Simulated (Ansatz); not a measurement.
BH7OSi (SMILES [BH3-][OH+][SiH3])

Input file:

```
basis:
  gaussian:
    orbitals: def2-TZVPD
crystal:
  periodic: [false, false, false]
  atoms:
    - {symbol: B, position_ang: [-1.049432, 0.657510, -0.697357]}
    - {symbol: O, position_ang: [0.547170, 0.304677, -0.521982]}
    - {symbol: Si, position_ang: [0.814465, -0.630359, 0.902239]}
    - {symbol: H, position_ang: [-1.471659, -0.153438, -1.506181]}
    - {symbol: H, position_ang: [-1.103512, 1.824902, -1.033505]}
    - {symbol: H, position_ang: [-1.444503, 0.448598, 0.448897]}
    - {symbol: H, position_ang: [1.005317, 0.095690, -1.344129]}
    - {symbol: H, position_ang: [-0.076715, -1.816078, 0.914570]}
    - {symbol: H, position_ang: [0.621589, 0.273414, 2.057176]}
    - {symbol: H, position_ang: [2.240480, -1.056019, 0.783070]}
hamiltonian:
  xc: pbe0
output:
  forces: true
  orbitals: {seedname: orbitals}
```

Launched as:

```sh
ansatz run input.yaml --threads 2 --pin off --max-ram 5220MiB --events-out events.jsonl --progress --plain --runs-dir runs
```

Geometry: PBE0-D4/def2-SVP.

Method: isolated molecule in a Gaussian basis; Kohn-Sham density functional theory, functional PBE0 (Ansatz 0.2.0).

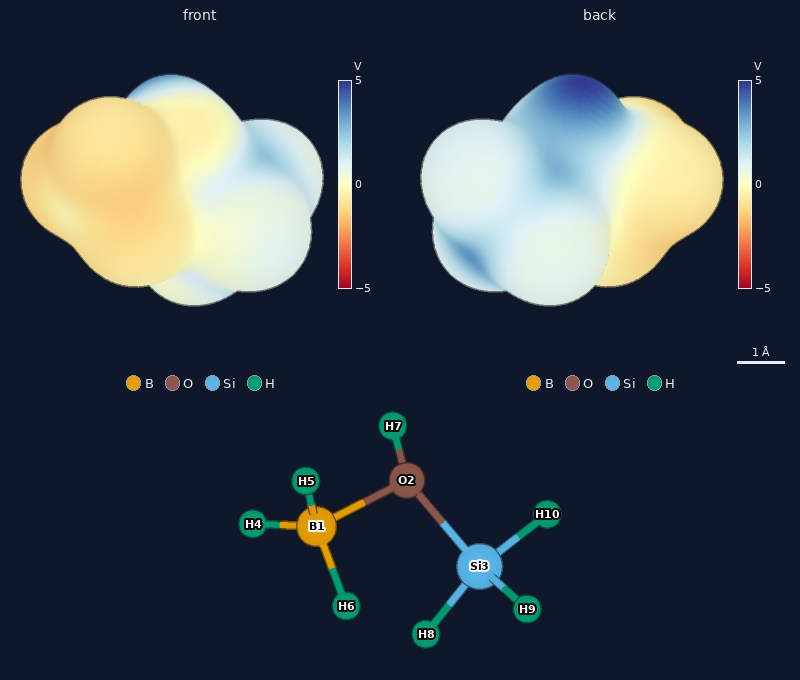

Figure 1. The molecular electrostatic potential painted on the density surface at 0.004 e/bohr³, seen from the front and from behind; the colour scale runs from red (negative) to blue (positive). The bare structure is drawn below in the same view.

**Which sites attract a positive test charge, and which a negative one?**

A positive charge is drawn to the negative regions and a negative charge to the positive ones. The most negative region (about −1.3 V, or −30 kcal/mol for a unit charge) lies over H5, the most positive (about +4.7 V, or +108 kcal/mol for a unit charge) over H7.

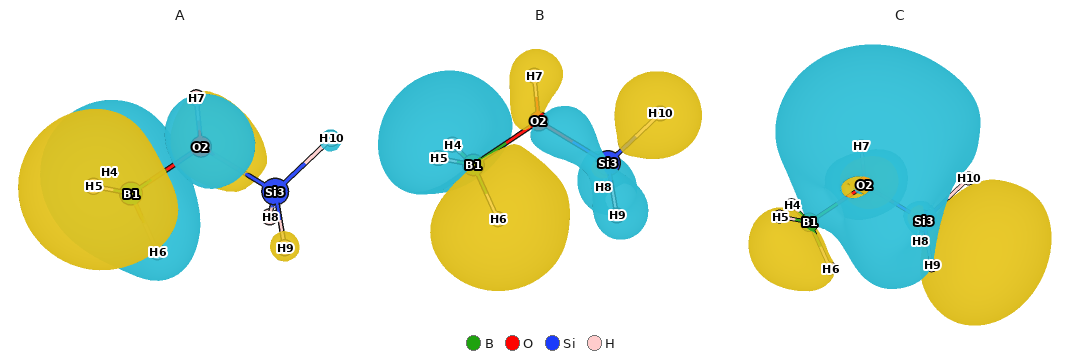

Figure 2. Three frontier orbitals at ±0.05 Å⁻³ᐟ² (yellow and cyan are the two phases), in no order.

**Which picture is the HOMO−1, the HOMO and the LUMO?**

B is the HOMO−1 (−8.32 eV). By Hirshfeld shares it lies mainly on B1 (about 35 %), H6 (about 30 %), H4 (about 15 %) and H5 (about 5 %). A is the HOMO (−8.00 eV). Its weight (Hirshfeld) is mainly on B1 (about 35 %), H5 (about 30 %), H4 (about 20 %) and O2 (about 10 %). C is the LUMO (−1.00 eV). By Hirshfeld shares it lies mainly on Si3 (about 40 %), H7 (about 20 %), O2 (about 10 %), B1 (about 10 %) and H10 (about 5 %).

**What is the HOMO–LUMO gap?**

7.00 eV between the orbital energies.

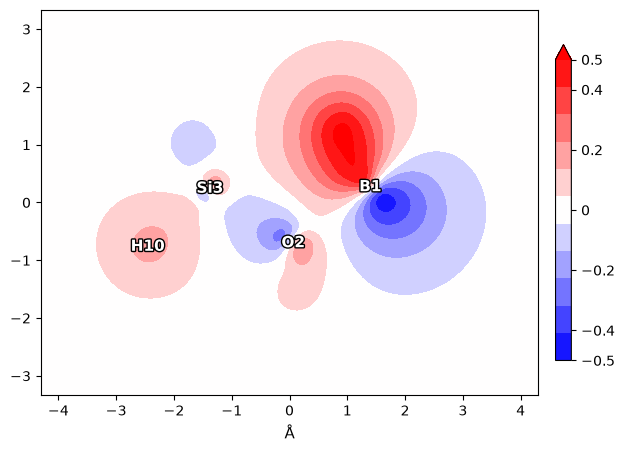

Figure 3. The HOMO−1 on the plane of atoms B1, O2 and Si3 (values in Å⁻³ᐟ²; the overall sign is arbitrary).

**Where does this orbital lie, and at what energy?**

It lies mainly on B1 (about 35 %), H6 (about 30 %), H4 (about 15 %) and H5 (about 5 %). Its energy is −8.32 eV.
